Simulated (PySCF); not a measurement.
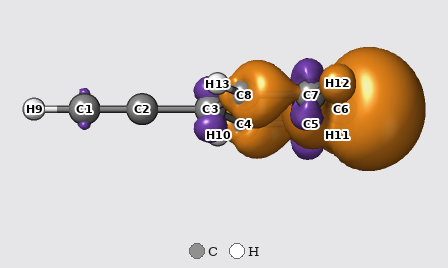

Figure 1: C8H5 (doublet). Isosurfaces of the spin density at +0.015 (orange) and −0.015 e/Å³ (purple), seen from one side.

Geometry: GFN2-xTB.

All numbers below come from UKS B3LYP, pcH-1 on C H, non-relativistic, mean-field spin-orbit, GIAO (PySCF 2.14.0, density-fitted response routines).

```xyz
13

C     3.0708   -0.0380   -0.3213
C     1.8771   -0.0218   -0.1968
C     0.4671   -0.0045   -0.0498
C    -0.2243    1.2030   -0.1400
C    -1.6075    1.2193    0.0040
C    -2.2301    0.0261    0.2285
C    -1.6017   -1.1812    0.3252
C    -0.2182   -1.1962    0.1838
H     4.1143   -0.0518   -0.4292
H     0.3154    2.1221   -0.3192
H    -2.1521    2.1492   -0.0627
H    -2.1417   -2.0986    0.5056
H     0.3264   -2.1271    0.2542
```

Q: Describe the spin distribution.

A: The unpaired spin (1 electron) lies mostly on C6 (about 0.8), in electrons by Hirshfeld's partition.
